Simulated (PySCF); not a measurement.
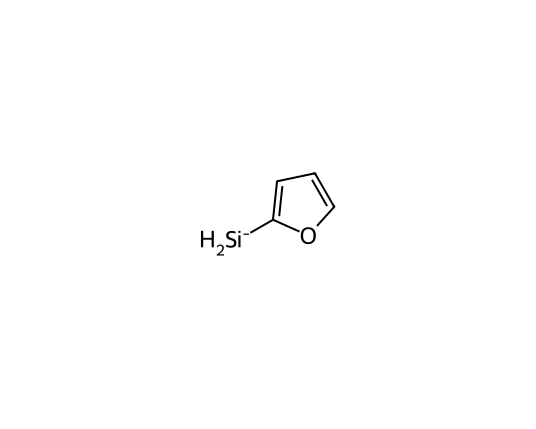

The species has charge −1 and is a spin singlet. Computed geometry: PBE0-D3(BJ)/def2-SVP optimisation. No frequency run is at hand to confirm it as a minimum. Method: PBE0-D3(BJ)/def2-SVP, gas phase (PySCF 2.14.0).

> Give the rotational constants at this level.

8.680, 1.943, 1.613 GHz.
